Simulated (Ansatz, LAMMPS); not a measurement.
## Neighbourhoods of single atoms in amorphous polyacrylonitrile (as short chains C14N4H18) at 540 K (108 atoms)

Density of this cell: 0.938 g/cm³. The cell holds 108 atoms: 42 C, 12 N and 54 H. Cell: a = 10.877 Å, b = 10.877 Å, c = 10.877 Å, α = 90.0°, β = 90.0°, γ = 90.0°. 3 polyacrylonitrile chains of 4 units with methyl end groups placed at random, at 0.938 g/cm³; overlaps pushed apart, then 20 ps at 800 K with MMFF94 bonds, angles, torsions, charges and radii (Halgren, J. Comput. Chem. 17, 490 (1996)) in harmonic and 12-6 forms. Snapshot after 30 ps at 540 K and fixed volume.

Method: Kohn-Sham DFT, PBE+D4, PAW (set soft_2), plane waves (Ansatz 0.2.0; cutoff 420 eV, Γ point, fermi-dirac smearing of 0.05 eV), at the geometry as built.

The whole cell was solved; only parts of it are printed.

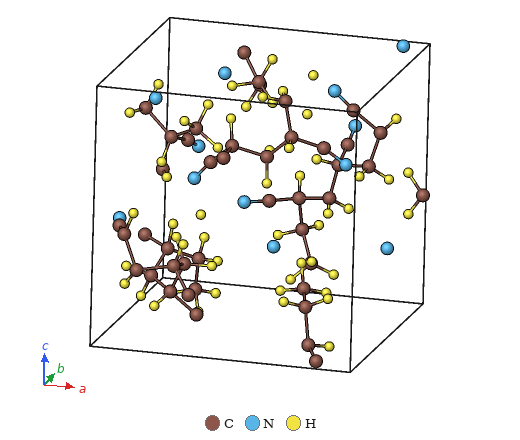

The whole cell (carbon brown, nitrogen blue, hydrogen yellow). Bonds to atoms that aren't drawn are left out. Some periodic images of atoms are drawn too.

Local excerpt of 46 atoms (numbers count through the whole input) about N89, which bears the longest force; x, y, z are measured from there.

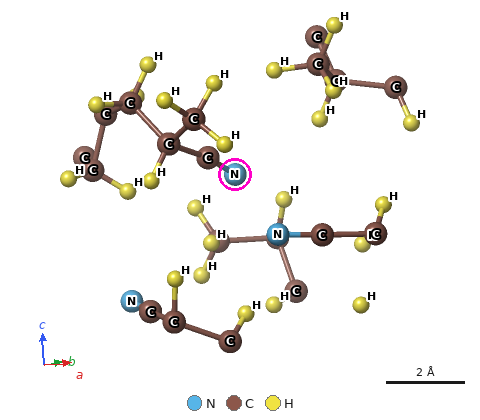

The atoms of the table, within 4.8 Å (arrows a, b, c point along x, y, z); some may hide others; the central atom is ringed.

| atom | x | y | z | distance (Å) | bonds | Löwdin charge (e) | Fx | Fy | Fz (eV/Å) |
| --- | --- | --- | --- | --- | --- | --- | --- | --- | --- |
| N89 | 0.00 | 0.00 | 0.00 | 0.00 | 1 | -0.21 | 1.01 | 4.87 | -2.02 |
| C88 | -0.18 | -0.99 | 0.50 | 1.12 | 2 | 0.21 | -0.88 | -4.06 | 1.19 |
| C87 | -0.52 | -2.31 | 0.95 | 2.55 | 4 | -0.13 | 0.00 | -0.52 | 0.23 |
| H71 | -1.65 | 1.29 | -1.79 | 2.76 | 1 | 0.18 | -0.76 | 2.20 | -0.07 |
| H33 | 1.39 | 2.03 | 1.26 | 2.76 | 1 | 0.23 | -0.37 | 0.04 | 0.49 |
| H101 | -2.62 | -1.05 | -0.28 | 2.83 | 1 | 0.22 | 0.81 | 0.43 | -1.18 |
| H34 | 1.30 | 0.10 | 2.63 | 2.94 | 1 | 0.18 | 1.08 | 0.40 | 0.82 |
| H105 | -0.72 | -2.94 | 0.05 | 3.03 | 1 | 0.23 | -0.62 | 0.48 | 0.44 |
| H69 | -0.55 | 3.17 | -0.83 | 3.32 | 1 | 0.24 | 1.04 | 0.90 | -0.82 |
| H102 | -2.52 | -0.51 | 2.12 | 3.34 | 1 | 0.24 | -0.82 | 1.90 | -0.08 |
| C90 | 0.68 | -2.95 | 1.58 | 3.42 | 4 | -0.40 | 2.49 | -1.83 | 1.59 |
| C86 | -1.63 | -2.25 | 2.03 | 3.45 | 4 | -0.25 | -0.79 | -2.04 | -1.42 |
| H107 | 0.99 | -2.36 | 2.47 | 3.56 | 1 | 0.17 | 0.14 | 0.25 | -0.29 |
| C15 | 1.93 | 2.06 | 2.22 | 3.59 | 4 | -0.11 | 0.05 | 1.75 | 0.10 |
| C18 | 2.24 | 0.73 | 2.72 | 3.60 | 4 | -0.42 | 0.35 | -3.17 | -0.41 |
| H106 | 1.64 | -3.07 | 0.92 | 3.60 | 1 | 0.19 | -2.01 | 0.17 | 0.95 |
| H36 | 2.97 | 0.22 | 2.05 | 3.62 | 1 | 0.19 | -0.15 | 0.11 | 0.06 |
| C54 | -2.12 | 2.39 | -1.80 | 3.67 | 4 | -0.43 | 0.64 | -2.14 | 0.90 |
| H58 | 0.56 | -0.79 | -3.55 | 3.68 | 1 | 0.20 | 0.29 | -0.34 | -0.01 |
| C83 | -2.92 | -1.42 | 1.74 | 3.68 | 4 | -0.14 | 0.73 | -1.48 | 2.09 |
| C82 | -3.34 | -1.53 | 0.31 | 3.69 | 4 | -0.27 | -1.83 | 0.77 | 1.33 |
| N77 | 2.58 | -2.27 | -1.48 | 3.74 | 1 | -0.22 | 1.02 | 0.89 | -0.21 |
| H103 | -1.21 | -1.97 | 2.99 | 3.78 | 1 | 0.19 | 0.16 | 0.13 | 0.33 |
| H72 | -2.76 | 2.43 | -0.93 | 3.80 | 1 | 0.21 | -0.17 | 0.18 | 0.39 |
| H60 | -0.18 | -2.93 | -2.49 | 3.86 | 1 | 0.21 | 0.32 | -0.19 | -1.80 |
| C76 | 3.39 | -1.42 | -1.57 | 4.00 | 2 | 0.21 | -2.12 | -1.56 | 0.59 |
| C51 | -0.98 | 3.44 | -1.81 | 4.01 | 4 | -0.13 | -3.63 | -0.79 | -0.39 |
| H67 | -0.42 | 2.17 | -3.48 | 4.12 | 1 | 0.23 | 0.68 | -0.85 | 0.16 |
| C40 | -1.62 | -1.91 | -3.35 | 4.19 | 2 | 0.21 | -0.16 | -0.62 | -0.29 |
| N41 | -2.55 | -1.28 | -3.10 | 4.21 | 1 | -0.23 | -0.93 | 0.83 | 0.20 |
| H96 | 4.15 | 0.42 | -0.93 | 4.27 | 1 | 0.22 | -0.33 | 0.30 | 0.36 |
| H100 | -3.44 | -2.57 | 0.16 | 4.30 | 1 | 0.22 | 0.19 | -1.53 | -0.94 |
| C16 | 1.09 | 2.61 | 3.34 | 4.37 | 2 | 0.19 | -1.18 | 1.26 | -0.63 |
| H104 | -2.01 | -3.29 | 2.07 | 4.37 | 1 | 0.20 | 0.54 | -0.10 | 0.36 |
| H66 | 1.43 | 3.67 | -2.07 | 4.45 | 1 | 0.24 | 0.01 | 0.23 | 0.13 |
| C39 | -0.44 | -2.70 | -3.61 | 4.53 | 4 | -0.11 | 0.28 | 1.05 | 1.26 |
| H108 | 0.46 | -3.97 | 2.14 | 4.53 | 1 | 0.18 | 0.08 | 1.56 | -1.57 |
| C50 | -0.36 | 3.20 | -3.20 | 4.54 | 4 | -0.26 | 1.12 | 0.80 | 2.33 |
| H70 | -2.73 | 2.47 | -2.67 | 4.55 | 1 | 0.20 | -0.68 | -0.01 | -0.99 |
| C38 | 0.58 | -1.68 | -4.21 | 4.57 | 4 | -0.26 | -0.11 | -0.16 | 0.81 |
| C75 | 4.35 | -0.38 | -1.64 | 4.67 | 4 | -0.15 | 1.39 | 0.14 | -2.32 |
| H35 | 2.76 | 0.80 | 3.70 | 4.69 | 1 | 0.20 | -0.70 | -0.38 | -0.19 |
| H32 | 3.79 | 2.60 | 1.04 | 4.71 | 1 | 0.19 | -0.68 | -0.44 | -0.46 |
| C14 | 3.24 | 2.82 | 1.96 | 4.72 | 4 | -0.26 | -0.26 | 1.64 | 1.02 |
| H95 | 3.30 | 0.41 | -3.49 | 4.82 | 1 | 0.19 | 0.49 | -0.01 | 1.13 |
| C80 | -4.78 | 0.44 | 0.56 | 4.84 | 2 | 0.19 | -0.58 | 1.32 | 2.07 |

The column of bonds counts only the pairs H-C within 1.34 Å, C-C within 1.85 Å, C-N within 1.62 Å; other neighbours, such as metal atoms beside each other in a compound, aren't counted, and periodic images can show an atom twice.

The surroundings of N45, one of the 12 N atoms, nearest first, numbered as they follow in the input and with coordinates relative to it.

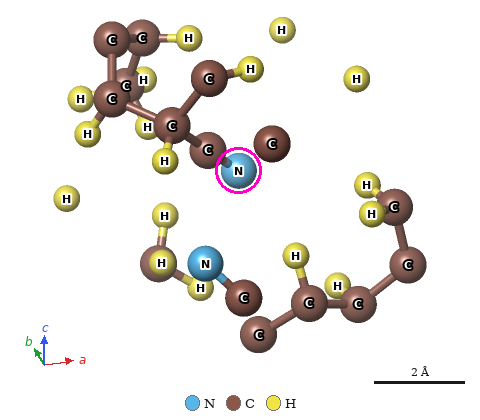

The atoms of the table, within 4.4 Å (arrows a, b, c point along x, y, z); some may hide others; the central atom is ringed.

```
atom      x      y      z  distance (Å)  bonds  Löwdin charge (e)     Fx     Fy  Fz (eV/Å)
 N45   0.00   0.00   0.00          0.00      1              -0.21  -1.57  -0.63       1.46
 C44  -0.83  -0.32   0.78          1.18      2               0.20   1.50   0.32      -0.86
 H30   0.81  -1.87  -1.32          2.43      1               0.21  -0.25  -0.68      -0.39
 C43  -1.82  -0.77   1.77          2.65      4              -0.15   0.79   0.84       2.28
 H56  -1.46   2.26   0.17          2.70      1               0.19   0.44  -2.01      -0.97
H108  -1.69   0.21  -2.23          2.80      1               0.18   0.08   1.56      -1.57
H107  -1.16   1.82  -1.90          2.87      1               0.17   0.14   0.25      -0.29
 H26   2.72  -1.01  -0.21          2.91      1               0.24  -1.69   3.73       1.19
 H63  -2.23  -1.65   1.36          3.09      1               0.25  -1.04  -1.18      -1.01
 H59  -0.63   1.98   2.44          3.20      1               0.20   0.73   0.31      -0.14
 H65  -0.07  -0.97   3.07          3.22      1               0.20  -0.56  -0.17       0.54
 C90  -1.47   1.23  -2.78          3.38      4              -0.40   2.49  -1.83       1.59
 H21   2.64  -0.29   2.13          3.40      1               0.20  -0.06   0.02      -1.13
 C11   1.01  -2.32  -2.32          3.44      4              -0.12  -1.27  -0.26      -0.05
 H25   2.34  -2.69  -0.05          3.56      1               0.19   0.11   0.09      -0.12
 C37  -1.80   2.95   0.88          3.57      4              -0.51   0.31  -0.89       0.64
 C46  -1.13  -1.30   3.14          3.58      4              -0.25   0.36   0.59       0.86
 C42  -2.92   0.29   2.05          3.58      4              -0.26  -1.44  -1.17      -0.88
 H61  -3.40   0.55   1.09          3.61      1               0.19   0.64   0.61      -0.10
 H28   2.15  -0.74  -2.82          3.62      1               0.22   0.04   2.11      -0.87
  C6   3.08  -1.93  -0.35          3.66      4              -0.29   1.46  -2.55       0.32
H106  -0.51   1.11  -3.45          3.66      1               0.19  -2.01   0.17       0.95
 C12  -0.01  -1.79  -3.24          3.71      2               0.20   0.58  -0.88       0.56
 C38  -1.57   2.50   2.30          3.75      4              -0.26  -0.11  -0.16       0.81
 H57  -1.15   3.72   0.58          3.94      1               0.22   0.75   1.99       0.17
 C10   2.33  -1.77  -2.79          4.04      4              -0.26  -1.32  -0.05       0.03
 N17  -1.85  -3.68  -0.26          4.13      1              -0.19   1.26  -0.53      -0.83
 C39  -2.59   1.48   2.90          4.16      4              -0.11   0.28   1.05       1.26
 H55  -2.79   3.15   0.59          4.25      1               0.20  -1.60   0.74       0.05
H103  -3.36   2.21  -1.38          4.25      1               0.19   0.16   0.13       0.33
 H92   2.02   3.51   1.54          4.33      1               0.21  -0.38  -0.23      -0.85
 C16  -1.06  -4.09  -1.03          4.35      2               0.19  -1.18   1.26      -0.63
  C7   3.40  -2.02  -1.81          4.35      4              -0.16   0.55   2.17       0.14
 C48  -0.31  -3.55   2.51          4.36      2               0.20   1.80  -1.13      -0.24
```

The column of bonds counts only the pairs H-C within 1.34 Å, C-C within 1.85 Å, C-N within 1.62 Å; other neighbours, such as metal atoms beside each other in a compound, aren't counted, and periodic images can show an atom twice.

A closer look about C7, picked at random: 22 atoms, nearest first, numbered in the order of the input, with positions taken from that point.

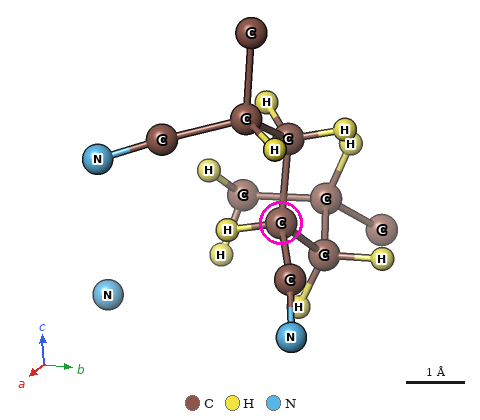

The atoms of the table, within 3.9 Å (arrows a, b, c point along x, y, z); some may hide others; the central atom is ringed.

```csv
atom,x,y,z,distance (Å),bonds,Löwdin charge (e),Fx,Fy,Fz (eV/Å)
C7,0.00,0.00,0.00,0.00,4,-0.16,0.55,2.17,0.14
H27,0.17,-0.96,-0.17,0.99,1,0.26,1.70,-4.78,-0.69
C8,1.18,0.69,-0.52,1.46,2,0.20,-0.56,-0.65,0.29
C10,-1.07,0.25,-0.99,1.48,4,-0.26,-1.32,-0.05,0.03
C6,-0.32,0.09,1.46,1.50,4,-0.29,1.46,-2.55,0.32
H26,-0.68,1.01,1.60,2.01,1,0.24,-1.69,3.73,1.19
H28,-1.25,1.28,-1.01,2.06,1,0.22,0.04,2.11,-0.87
H25,-1.06,-0.67,1.76,2.16,1,0.19,0.11,0.09,-0.12
H29,-0.92,-0.23,-1.95,2.17,1,0.20,0.68,0.49,-0.34
C11,-2.39,-0.30,-0.52,2.46,4,-0.12,-1.27,-0.26,-0.05
C3,0.95,-0.07,2.31,2.50,4,-0.13,0.00,-1.47,0.85
N9,2.01,1.06,-1.22,2.58,1,-0.19,0.96,0.71,-0.31
H31,-1.55,-2.11,0.13,2.62,1,0.19,0.07,-0.46,0.68
H30,-2.59,0.15,0.49,2.64,1,0.21,-0.25,-0.68,-0.39
H24,1.60,0.77,2.09,2.74,1,0.22,0.71,0.20,-0.52
C4,1.65,-1.37,2.04,2.96,2,0.17,-0.06,1.07,-0.37
C14,-2.31,-1.86,-0.60,3.02,4,-0.26,-0.26,1.64,1.02
H32,-1.76,-2.08,-1.52,3.12,1,0.19,-0.68,-0.44,-0.46
N81,0.54,-3.16,-1.50,3.54,1,-0.20,0.07,-1.91,-1.32
N5,2.24,-2.34,1.79,3.70,1,-0.18,-0.19,-0.09,0.17
C12,-3.41,0.23,-1.44,3.71,2,0.20,0.58,-0.88,0.56
C2,0.75,0.04,3.85,3.93,4,-0.25,-0.47,1.52,-0.84
```

The column of bonds counts only the pairs H-C within 1.34 Å, C-C within 1.85 Å, C-N within 1.62 Å; other neighbours, such as metal atoms beside each other in a compound, aren't counted, and periodic images can show an atom twice.

Neighbours are counted within 1.34 Å (H-C), 1.85 Å (C-C), 1.62 Å (C-N).

Length of the force by element and coordination:

| element | coordination | atoms | mean length of the force (eV/Å) | spread | least | most |
| --- | --- | --- | --- | --- | --- | --- |
| C | all | 42 | 2.05 | 0.870 | 0.569 | 4.32 |
| C | 2 | 12 | 2.03 | 0.963 | 0.701 | 4.32 |
| C | 4 | 30 | 2.06 | 0.829 | 0.569 | 3.73 |
| H | all | 54 | 1.30 | 0.917 | 0.144 | 5.11 |
| N | all | 12 | 1.68 | 1.24 | 0.274 | 5.37 |

Löwdin charges by element and coordination (they lack the spilled electrons, 0.034 e an atom on average):

| element | coordination | atoms | mean charge (e) | spread | least | most |
| --- | --- | --- | --- | --- | --- | --- |
| C | all | 42 | -0.121 | 0.224 | -0.507 | 0.214 |
| C | 2 | 12 | 0.196 | 0.0108 | 0.171 | 0.214 |
| C | 4 | 30 | -0.248 | 0.118 | -0.507 | -0.110 |
| H | all | 54 | 0.207 | 0.0204 | 0.170 | 0.264 |
| N | all | 12 | -0.204 | 0.0147 | -0.226 | -0.175 |

The force components of 1.1 eV/Å r.m.s. hold both thermal displacement and the mismatch between the potential that made the cell and DFT, above all in bond lengths inside molecules. The network of contacts between molecules at the start is that of the classical potential that made the cell, and needn't be the one that DFT or experiment would give. The density was typed from a rule of thumb and may lie off the real one at this temperature. Only the Γ point is sampled, in a cell whose shortest periodic width is 11 Å. The Löwdin charges lack the electrons that the projection spills, 0.034 e an atom on average.

[Logs are printed without paths, hosts, clocks, repeated set-up lines and the standing remarks that a program may print on its own settings, such as how far it seeks lower states.]

[Hosts, paths, dates, database ids (printed as entryN), source tags and the programs' standing remarks are cut or masked in the printed files.]

[The MMFF94 radii named for the starting cell were scaled by 0.96; in molecules described by MMFF94, hydrogen bound to N, O or S took a small fixed 12-6 site in their place.]
